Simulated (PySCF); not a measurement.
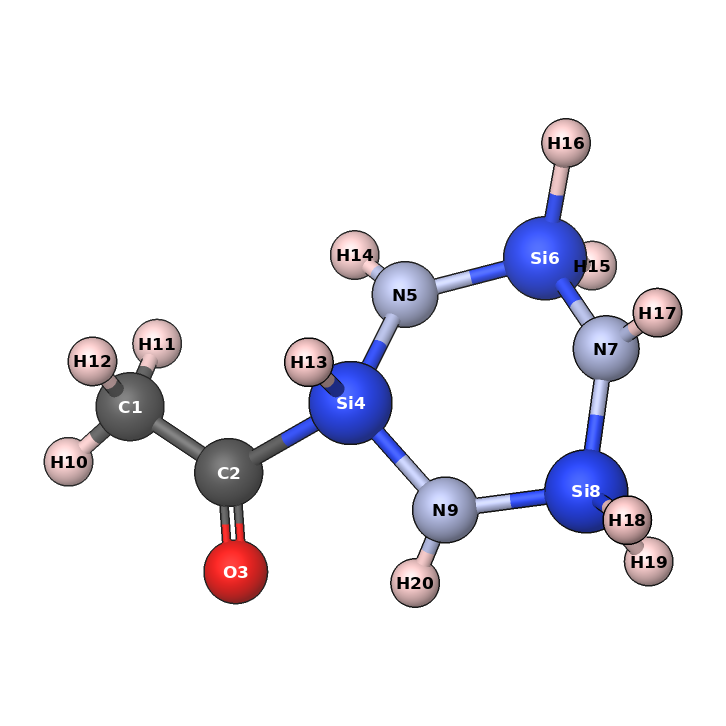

The geometry was computed by an optimisation with PBE0-D3(BJ)/def2-SVP. No frequency run is at hand to confirm it as a minimum. Level of theory: delta-SCF UKS SCAN, pcX-2 on the ionised atom, pcseg-1 elsewhere, spin-free X2C (PySCF 2.14.0).

Give the core-electron binding energies (to vacuum; p and d levels without spin–orbit splitting) of C1 1s, C2 1s, O3 1s, Si4 1s, Si4 2p, N5 1s, Si6 1s, Si6 2p, N7 1s.

| atom | level | binding energy (eV) |
| --- | --- | --- |
| C1 | 1s | 291.1 |
| C2 | 1s | 292.6 |
| O3 | 1s | 537.7 |
| Si4 | 1s | 1846.9 |
| Si4 | 2p | 107.1 |
| N5 | 1s | 404.0 |
| Si6 | 1s | 1847.1 |
| Si6 | 2p | 107.3 |
| N7 | 1s | 404.1 |
